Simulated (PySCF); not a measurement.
**DF-CCSD(T)/cc-pVDZ-PP (core potential) run of GeHBr (SMILES [GeH][Br])**

Wanted: a single-point energy of GeHBr. Input form: a Python script.

The calculation is run with PySCF 2.14.0.

9 further runs of the same task are left out: 7 that didn't finish, 2 set aside as unsound or not needed.

## 1. The molecule

The species is GeHBr (3 atoms), meant as a singlet with charge 0. As SMILES, `[GeH][Br]`. The coordinates come from a PBE0-D4/def2-TZVP relaxation.

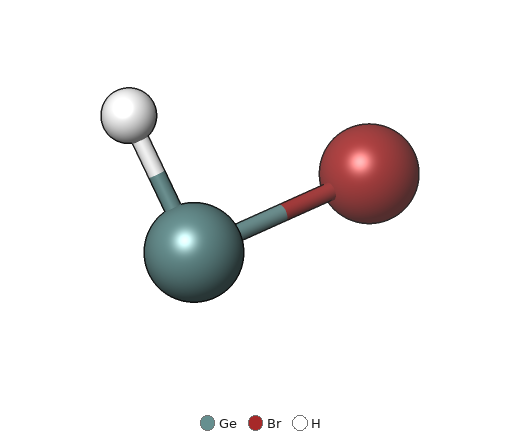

The structure, seen from a chosen angle (germanium teal, bromine red, hydrogen white).

## 2. A single-point energy at DF-CCSD(T)/cc-pVDZ-PP (core potential)

input.xyz reads:

```xyz
3

Ge     0.359400    -0.859900     0.094000
Br     0.673600     1.417200     0.525900
H     -1.044000    -0.622200    -0.633200
```

run.py reads:

```python
from pyscf import gto, scf, cc

mol = gto.M(
    atom='input.xyz',
    ecp={'Ge': 'cc-pvdz-pp', 'Br': 'cc-pvdz-pp'},
    basis={'default': 'cc-pvdz-pp', 'H': 'cc-pvdz'},
    symmetry=True,
    verbose=4,
    max_memory=1860,
)

mf = mol.RHF()
mf.DIIS = scf.EDIIS
mf.kernel()

mycc = cc.CCSD(mf, frozen=8).density_fit()
mycc.kernel()
e_t = mycc.ccsd_t()
energy = mycc.e_tot + e_t
print('E(%s) = %.9f' % ('DF-CCSD(T)', energy))
```

Command:

```
$ OMP_NUM_THREADS=1 python run.py
```

Output:

```text
PySCF version 2.14.0

[INPUT] num. atoms = 3
[INPUT] num. electrons = 48
[INPUT] charge = 0
[INPUT] spin (= nelec alpha-beta = 2S) = 0
[INPUT] symmetry True subgroup None
[INPUT] Mole.unit = angstrom
[INPUT] Symbol           X                Y                Z      unit          X                Y                Z       unit  Magmom
[INPUT]  1 Ge     0.359400000000  -0.859900000000   0.094000000000 AA    0.679167569169  -1.624975494513   0.177634255709 Bohr   0.0
[INPUT]  2 Br     0.673600000000   1.417200000000   0.525900000000 AA    1.272919517507   2.678119863734   0.993806968909 Bohr   0.0
[INPUT]  3 H     -1.044000000000  -0.622200000000  -0.633200000000 AA   -1.972874074046  -1.175787594704  -1.196574582075 Bohr   0.0

nuclear repulsion = 136.271681188234
point group symmetry = Cs
symmetry origin: [0.94577458 0.5964587  0.5775142 ]
symmetry axis x: [ 0.8684694  -0.22682305  0.44080858]
symmetry axis y: [-0.15414572 -0.96866598 -0.19474422]
symmetry axis z: [-0.47116876 -0.10118064  0.87622057]
num. orbitals of irrep A' = 36
num. orbitals of irrep A" = 15
number of shells = 17
number of NR pGTOs = 135
number of NR cGTOs = 51
basis = {'default': 'cc-pvdz-pp', 'H': 'cc-pvdz'}
ecp = {'Ge': 'cc-pvdz-pp', 'Br': 'cc-pvdz-pp'}

[... 83 lines left out ...]
converged SCF energy = -709.47245742265
[... 15 lines left out ...]
WARN: Even tempered Gaussians are generated as DF auxbasis for  Br Ge
[... 29 lines left out ...]
WARN: Even tempered Gaussians are generated as DF auxbasis for  Br Ge

Init t2, MP2 energy = -709.696566869678  E_corr(MP2) -0.224109447028797
Init E_corr(RCCSD) = -0.22410944729553
cycle = 1  E_corr(RCCSD) = -0.239637302362638  dE = -0.0155278551  norm(t1,t2) = 0.0550784
cycle = 2  E_corr(RCCSD) = -0.246439708060221  dE = -0.0068024057  norm(t1,t2) = 0.0203309
cycle = 3  E_corr(RCCSD) = -0.248268570624987  dE = -0.00182886256  norm(t1,t2) = 0.0112152
cycle = 4  E_corr(RCCSD) = -0.249489613568021  dE = -0.00122104294  norm(t1,t2) = 0.00454847
cycle = 5  E_corr(RCCSD) = -0.249341667722721  dE = 0.000147945845  norm(t1,t2) = 0.00157032
cycle = 6  E_corr(RCCSD) = -0.249308901139355  dE = 3.27665834e-05  norm(t1,t2) = 0.000484942
cycle = 7  E_corr(RCCSD) = -0.249326006771638  dE = -1.71056323e-05  norm(t1,t2) = 0.000208891
cycle = 8  E_corr(RCCSD) = -0.249326690450875  dE = -6.83679237e-07  norm(t1,t2) = 5.51222e-05
cycle = 9  E_corr(RCCSD) = -0.249325110308766  dE = 1.58014211e-06  norm(t1,t2) = 2.31215e-05
cycle = 10  E_corr(RCCSD) = -0.249325320200092  dE = -2.09891326e-07  norm(t1,t2) = 7.1818e-06
cycle = 11  E_corr(RCCSD) = -0.249325227203017  dE = 9.29970748e-08  norm(t1,t2) = 2.38729e-06
RCCSD converged
E(RCCSD) = -709.7217826498526  E_corr = -0.2493252272030174
RCCSD(T) correction = -0.00717082161932763
E(DF-CCSD(T)) = -709.728953471
```

Wall time 3.6 s (1 thread of Intel Xeon 6975P-C (Granite Rapids), shared host); peak memory 0.17 GiB.

## 3. What came out

Level: DF-CCSD(T)/cc-pVDZ-PP (core potential), 8 core orbitals frozen.

| quantity | value |
| --- | --- |
| total energy | -709.72895 Eh |
| dipole moment (Hartree–Fock density) | 2.37 D |
| HOMO energy (Hartree–Fock orbitals) | -9.52 eV |
| LUMO energy (Hartree–Fock orbitals) | -0.06 eV |
| HOMO–LUMO gap (Hartree–Fock orbitals) | 9.46 eV |
| correlation energy (8 core orbitals frozen) | -256.5 mEh |
| (T) correction | -7.17 mEh |
| T1 diagnostic | 0.011 |

**Reading.** Mulliken charges of the mean-field density run from -0.33 on Br2 to +0.45 on Ge1. The triples make up 2.8 % of the correlation energy.
